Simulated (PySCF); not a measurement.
# C2H7BOSi: the cost of one run

Programs: PySCF 2.14.0, with density-fitted response routines of our own. Each step states its level of theory. These are calculated values for one molecule in the gas phase, unless marked as measured. Atoms count from 0, in the outputs and in this text.

## (1) The starting structure

12 atoms, charge 0, multiplicity 1; geometry from: GFN2-xTB.

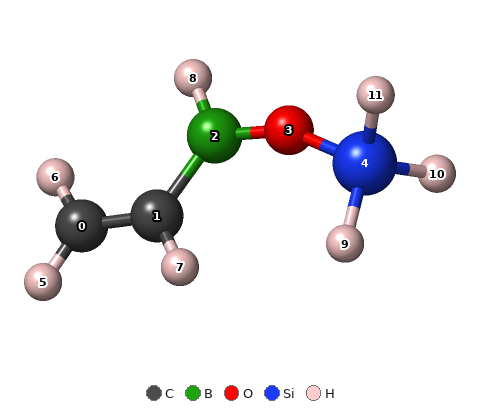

The starting geometry (carbon dark grey, boron green, oxygen red, silicon blue, hydrogen pink), atoms numbered.

## (2) Ultraviolet spectrum: CAM-B3LYP/def2-SVPD

Job settings and geometry (Å):

```
{"job": {"kind": "uv", "xc": "CAM-B3LYP", "basis": "def2-SVPD", "nstates": 8, "ntriplets": 3}, "charge": 0, "multiplicity": 1}
C      2.490887    -0.045635    -0.658767
C      1.180369     0.110345    -0.498794
B      0.346447    -0.535072     0.657000
O     -0.957523    -0.339306     0.752337
Si    -2.379603     0.270065     0.301215
H      3.044140     0.409846    -1.466970
H      3.069333    -0.645179     0.026403
H      0.653589     0.726703    -1.221311
H      0.862844    -1.214433     1.471385
H     -2.271587     1.210018    -0.820423
H     -3.168567    -0.899694    -0.080859
H     -2.869129     0.951657     1.498182
```

With the program's defaults for keys left out, this is: TDDFT CAM-B3LYP/def2-SVPD, vertical, gas phase, core orbitals frozen in the response.

Started as:

```
$ OMP_NUM_THREADS=1 python probes_run.py task.json out
```

This one command runs all jobs of the session in turn.

**Question.** How long does this first job take on 1 thread of Arm Neoverse N1, shared host, and how much memory does it need?

About 36 s, with a peak of 0.72 GiB.
